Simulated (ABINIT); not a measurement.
# Quasiparticle gap of SiO2 (P3_221) in ABINIT, part 3 of 3

Aim: the G0W0 gap of SiO2 (P3_221) on PBE, step by step.

ABINIT 10.8.3; PBE and many-body steps on it, plane waves. Known limits of the many-body steps: not at the basis limit; coarse k mesh.

So far. Step 4 (Empty states on the mesh, 3×3×2 mesh, 584 bands): On this mesh the gap is 6.031 eV. Step 5 (Screening, 3×3×2 mesh, 532 bands, screening to 274.8 eV): Local fields lower ε∞ by 9 %. On a Γ-centred mesh this coarse the value itself is usually too large, while a short band sum pulls it down.

### Step 6. Self-energy, 3×3×2 mesh, 532 bands, screening to 274.8 eV

The self-energy is evaluated for the states that the input lists, and the levels follow from it, in one-shot runs by the linearised quasiparticle equation.

This step: G0W0 on PBE, plane waves, norm-conserving pseudopotentials.

run.abi reads:

```
acell 3*1.0 Angstrom
rprim 
  4.916359999971 0.000000000007 0.000000000000
  -2.458179999991 4.257692654122 0.000000000000
  0.000000000000 0.000000000000 5.408400000000
ntypat 2
znucl 14 8
natom 9
typat 1 1 1 2 2 2 2 2 2
xred 
  0.469730000000 0.000000000000 0.666666666667
  0.000000000000 0.469730000000 0.333333333333
  0.530270000000 0.530270000000 -0.000000000000
  0.413540000000 0.267580000000 0.785580000000
  0.732420000000 0.145960000000 0.452246666667
  0.854040000000 0.586460000000 0.118913333333
  0.267580000000 0.413540000000 0.214420000000
  0.145960000000 0.732420000000 0.547753333333
  0.586460000000 0.854040000000 0.881086666667
pp_dirpath "pseudos"
pseudos "Si.upf, O.upf"
ecut 36
ngkpt 3 3 2
nshiftk 1
shiftk 0 0 0
kptopt 1
chksymbreak 0
istwfk *1
occopt 1
irdwfk 1
optdriver 4
nband 532
gwcalctyp 0
ecutsigx 36
symsigma 1
nkptgw 3
kptgw 
  0.3333333333 0.3333333333 0.0000000000
  0.0000000000 0.0000000000 0.0000000000
  0.0000000000 0.0000000000 0.5000000000
bdgw 
  22 26
  23 27
  22 26
ecuteps 10.1
irdscr 1
ppmodel 1
indata_prefix "in"
outdata_prefix "out"
tmpdata_prefix "tmp"
```

The run is started by

```
> OMP_NUM_THREADS=1 mpirun -n 4 abinit run.abi > log
```

Numbers of over 12 decimals in the logs are rounded to 6 here.

Log:

```text
.Version 10.8.3 of ABINIT. v10.8.2 released Aug 2026.

 Symmetries : space group P3_2 2 1 (#154); Bravais hP (primitive hexag.)
[... echo of the input left out ...]
== DATASET  1 ==================================================================
-   mpi_nproc: 4, omp_nthreads: 1 (-1 if OMP is not activated)

--- !DatasetInfo
iteration_state: {dtset: 1, }
dimensions: {natom: 9, nkpt: 6, mband: 532, nsppol: 1, nspinor: 1, nspden: 1, mpw: 7935, }
cutoff_energies: {ecut:  36.0, pawecutdg:  -1.0, }
electrons: {nelect:   4.80000000E+01, charge:   0.00000000E+00, occopt:   1.00000000E+00, tsmear:   1.00000000E-02, }

 SIGMA: Calculation of the GW corrections

 Based on a program developped by R.W. Godby, V. Olevano, G. Onida, and L. Reining.
 Incorporated in ABINIT by V. Olevano, G.-M. Rignanese, and M. Torrent.
.Using double precision arithmetic ; gwpc =  8

[... cell and pseudopotentials left out ...]
--------------------------------------------------------------------------------

 ==== K-mesh for the wavefunctions ====
 Number of points in the irreducible wedge :     6
[... list of points left out ...]
 Together with  6 symmetry operations and time-reversal symmetry
 yields    18 points in the full Brillouin Zone.

 ==== Q-mesh for screening function ====
 Number of points in the irreducible wedge :     6
[... list of points left out ...]
 Together with  6 symmetry operations and time-reversal symmetry
 yields    18 points in the full Brillouin Zone.

 vcoul_init : cutoff-mode = AUXILIARY_FUNCTION
 q-points for optical limit:   1
     1)      0.000010    0.000020    0.000030
 setmesh: FFT mesh size selected  =    45x   45x   60
          total number of points  =       121500

 Number of electrons calculated from density =   48.0000; Expected =   48.0000
 average of density, n =  0.062829
 r_s =    1.5605
 omega_plasma =   24.1788 [eV]

 === KS Band Gaps ===
  >>>> For spin  1
   Minimum direct gap =   6.3458 [eV], located at k-point      :   0.0000  0.0000  0.0000
   Fundamental gap    =   6.0307 [eV], Top of valence bands at :   0.3333  0.3333  0.0000
                                       Bottom of conduction at :   0.0000  0.0000  0.0000
 SIGMA fundamental parameters:
 PLASMON POLE MODEL  1
 number of plane-waves for SigmaX                 7935
 number of plane-waves for SigmaC and W           1155
 number of plane-waves for wavefunctions          7935
 number of bands                                   532
 number of independent spin polarizations            1
 number of spinorial components                      1
 number of k-points in IBZ                           6
 number of q-points in IBZ                           6
 number of symmetry operations                       6
 number of k-points in BZ                           18
 number of q-points in BZ                           18
 number of frequencies for dSigma/dE                 9
 frequency step for dSigma/dE [eV]                0.25
 number of omega for Sigma on real axis              0
 max omega for Sigma on real axis  [eV]           0.00
 zcut for avoiding poles [eV]                     0.10

 EPSILON^-1 parameters (SCR file):
 dimension of the eps^-1 matrix on file           1155
 dimension of the eps^-1 matrix used              1155
 number of plane-waves for wavefunctions          7935
 number of bands                                   532
 number of q-points in IBZ                           6
 number of frequencies                               2
 number of real frequencies                          1
 number of imag frequencies                          1

 matrix elements of self-energy operator (all in [eV])

 Perturbative Calculation

--- !SelfEnergy_ee
iteration_state: {dtset: 1, }
kpoint     : [   0.333,    0.333,    0.000, ]
spin       : 1
KS_gap     :    8.938
QP_gap     :   12.094
Delta_QP_KS:    3.156
data: !SigmaeeData |
     Band     E0 <VxcDFT>   SigX SigC(E0)      Z dSigC/dE  Sig(E)    E-E0       E
       22  -0.237 -19.751 -25.563   3.657   0.812  -0.232 -21.501  -1.750  -1.987
       23  -0.237 -19.751 -25.563   3.657   0.812  -0.232 -21.501  -1.750  -1.987
       24   0.197 -20.112 -25.804   3.624   0.812  -0.231 -21.793  -1.681  -1.485
       25   9.135 -12.405  -7.190  -3.492   0.856  -0.168 -10.930   1.475  10.610
       26   9.135 -12.405  -7.190  -3.492   0.856  -0.168 -10.930   1.475  10.610

--- !SelfEnergy_ee
iteration_state: {dtset: 1, }
kpoint     : [   0.000,    0.000,    0.000, ]
spin       : 1
KS_gap     :    6.346
QP_gap     :    9.165
Delta_QP_KS:    2.819
data: !SigmaeeData |
     Band     E0 <VxcDFT>   SigX SigC(E0)      Z dSigC/dE  Sig(E)    E-E0       E
       23  -0.119 -19.538 -25.280   3.591   0.813  -0.230 -21.287  -1.749  -1.867
       24  -0.119 -19.538 -25.280   3.591   0.813  -0.230 -21.287  -1.749  -1.867
       25   6.227 -10.973  -6.515  -3.224   0.867  -0.153  -9.903   1.070   7.297
       26   9.525 -10.460  -5.275  -3.640   0.864  -0.157  -9.125   1.335  10.859
       27   9.525 -10.460  -5.275  -3.640   0.864  -0.157  -9.125   1.335  10.859

--- !SelfEnergy_ee
iteration_state: {dtset: 1, }
kpoint     : [   0.000,    0.000,    0.500, ]
spin       : 1
KS_gap     :    8.057
QP_gap     :   11.110
Delta_QP_KS:    3.054
data: !SigmaeeData |
     Band     E0 <VxcDFT>   SigX SigC(E0)      Z dSigC/dE  Sig(E)    E-E0       E
       22  -0.016 -19.911 -25.684   3.649   0.812  -0.231 -21.635  -1.724  -1.741
       23  -0.016 -19.911 -25.684   3.649   0.812  -0.231 -21.635  -1.724  -1.741
       24   0.108 -19.968 -25.709   3.635   0.812  -0.231 -21.678  -1.710  -1.602
       25   8.165 -12.304  -7.456  -3.283   0.859  -0.165 -10.960   1.344   9.509
       26   8.165 -12.304  -7.456  -3.283   0.859  -0.165 -10.960   1.344   9.509

== END DATASET(S) ==============================================================
================================================================================

 -outvars: echo values of variables after computation  --------
           etotal      0.0000000000E+00
            nband         532
             nkpt           6
          spgroup         154
 [... the other variables as echoed above ...]

 Calculation completed.
```

Run time: 14 min. Hardware: 4 MPI ranks of Arm Neoverse V1, shared host; peak memory 5.7 GiB; 54 min of CPU time.

This step gave:

| Item | Value |
| --- | --- |
| G0W0 gap on the points computed | 8.782 eV |
| starting gap on the mesh | 6.031 eV |
| k of the valence top | 0.3333, 0.3333, 0 |
| k of the conduction bottom | 0, 0, 0 |
| Z at the valence top | 0.812 |
| Z at the conduction bottom | 0.867 |
| least direct G0W0 gap on the computed points | 9.164 eV |

The gap on the mesh goes from 6.03 eV to 8.78 eV, a correction of +2.75 eV.

Limits: finite bands, cutoff and mesh; coarse k mesh. v1 is the top filled band, c1 the lowest empty one. The levels before and after the correction (eV, zero at the valence-band top of each column):

|  | conduction bottom | valence top |
| --- | --- | --- |
| Kohn-Sham | 6.03 | 0.00 |
| G0W0 | 8.78 | 0.00 |

|  | level | energy (eV) |
| --- | --- | --- |
| Kohn-Sham | (0.333 0.333 0) v3-v2 | -0.434 |
| Kohn-Sham | (0.333 0.333 0) v1 | 0.000 |
| Kohn-Sham | (0.333 0.333 0) c1-c2 | 8.938 |
| Kohn-Sham | Γ v2-v1 | -0.315 |
| Kohn-Sham | Γ c1 | 6.031 |
| Kohn-Sham | Γ c2-c3 | 9.328 |
| G0W0 | (0.333 0.333 0) v3-v2 | -0.502 |
| G0W0 | (0.333 0.333 0) v1 | 0.000 |
| G0W0 | (0.333 0.333 0) c1-c2 | 12.095 |
| G0W0 | Γ v2-v1 | -0.382 |
| G0W0 | Γ c1 | 8.782 |
| G0W0 | Γ c2-c3 | 12.344 |

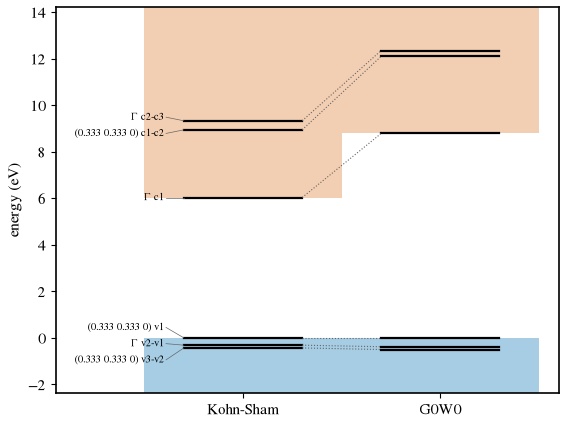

Levels before and after the correction. Shaded: valence and conduction bands.

### Step 7. Where the time went

Times are wall times on 4 MPI ranks of Arm Neoverse V1, shared host, good to a factor of about two.

| step | time | share | memory (GiB) |
| --- | --- | --- | --- |
| ground state | 83 s | 3 % | 0.48 |
| bands along the symmetry lines | 61 s | 2 % | 0.47 |
| empty states on the mesh | 16 min | 32 % | 0.8 |
| screening | 17 min | 35 % | 4.4 |
| self-energy | 14 min | 27 % | 5.7 |

### Step 8. Outcome

| Item | Value |
| --- | --- |
| PBE gap | 6.03 eV, indirect |
| G0W0 gap on the mesh | 8.78 eV |
| GW settings | 3×3×2 mesh, 532 bands, screening to 274.8 eV, Godby-Needs plasmon pole |
| known limits | not at the basis limit; coarse k mesh |

What this shows: G0W0 moves the gap on the mesh from 6.03 eV to 8.78 eV (+2.75 eV), with Z of 0.81 and 0.87 at the edges. Local fields lower the RPA ε∞ on this mesh from 2.55 to 2.32; a Γ-centred mesh this coarse tends to raise both, most where the direct gap is narrow, while a short band sum lowers them. Only 3 of the mesh's irreducible points were corrected, so a valley elsewhere could overtake. Bands and cutoff are finite, so the gap is not at the basis limit. The miss can reach some tenths of an eV and take either sign; the mesh is an error of its own. In the G0W0 run levels were corrected at 3 k points alone, so a gap called «on the mesh» is the least over those, and an edge elsewhere would be missed. The 3×3×2 mesh is coarse for this cell, which bears on the long-range parts of exchange and screening.

[Paths, hosts, dates, memory and timing lines, banners, echoed tables and standing remarks are left out of the program output.]

[Logs are printed without paths, hosts, clocks, repeated set-up lines and the standing remarks that a program may print on its own settings, such as how far it seeks lower states.]

[Runs of the session that timed out or met a known fault of the program may be left out.]

[Hosts, paths, dates, database ids (printed as entryN), source tags and the programs' standing remarks are cut or masked in the printed files.]

[G0W0 gaps are taken among the corrected bands and points alone; a level outside them can change the order at an edge.]

[Where Ansatz stands beside ABINIT at settings called matched, ABINIT's density can come from a denser mesh and the files from another edition; pairs whose starting gaps differed by over 0.03 eV were left out, so agreement reads better than it is.]
